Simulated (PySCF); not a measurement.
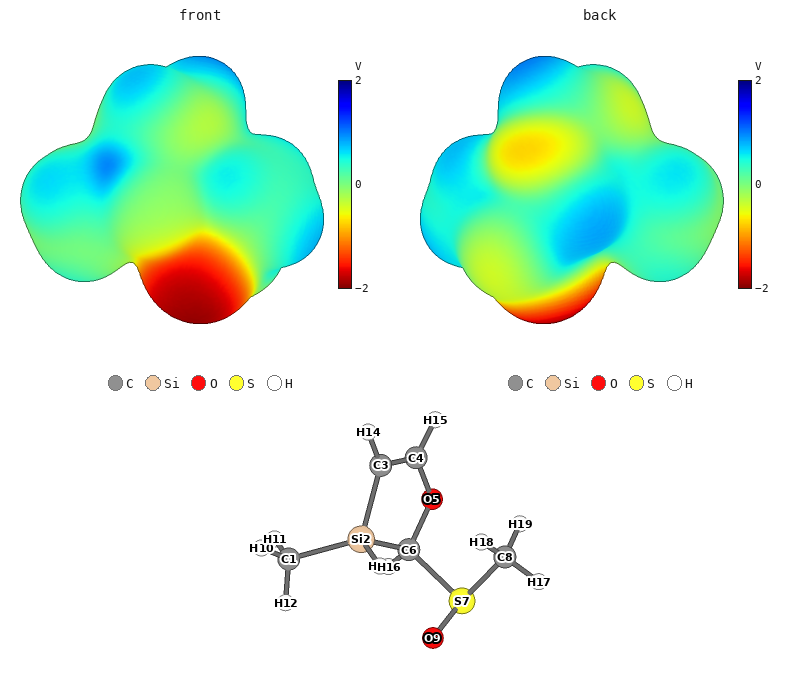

C₅H₁₀O₂SSi. The electrostatic potential painted on the density surface at 0.001 e/bohr³, seen from the front and from behind; the colour scale runs from red (negative) to blue (positive). The bare structure is drawn below in the same view.

Geometry: GFN2-xTB.

The calculation used PySCF 2.14.0, PBE0/pcSseg-1, SCF density, gas phase, non-relativistic.

The calculation's input:

```
{"job": {"kind": "nmr", "xc": "PBE0", "basis": "pcSseg-1"}, "charge": 0, "multiplicity": 1}
C     -2.582637    -1.110753     0.018813
Si    -0.984216    -0.268470     0.587733
C     -0.876105     1.602702     0.482377
C      0.020141     1.954673    -0.442066
O      0.677225     1.030035    -1.178092
C      0.338772    -0.295178    -0.825534
S      1.834133    -1.255395    -0.293594
C      2.549205     0.026650     0.822222
O      1.243726    -2.282038     0.577156
H     -3.362758    -0.972274     0.759522
H     -2.943554    -0.708738    -0.923944
H     -2.430247    -2.178574    -0.105295
H     -0.506362    -0.804223     1.860551
H     -1.396020     2.348356     1.052841
H      0.311841     2.959413    -0.714345
H      0.013918    -0.812583    -1.732468
H      3.449330    -0.394348     1.258231
H      1.838296     0.277924     1.600290
H      2.795509     0.892070     0.218469
```

Run with:

```sh
OMP_NUM_THREADS=1 python probes_run.py task.json out
```

Q: Which sites attract a positive test charge, and which a negative one?

A: A positive charge is drawn to the negative regions and a negative charge to the positive ones. The most negative region (about −1.9 V, or −44 kcal/mol for a unit charge) lies over O9, the most positive (about +1.0 V, or +23 kcal/mol for a unit charge) over Si2 and H15. O9 is the likeliest acceptor of a hydrogen bond.
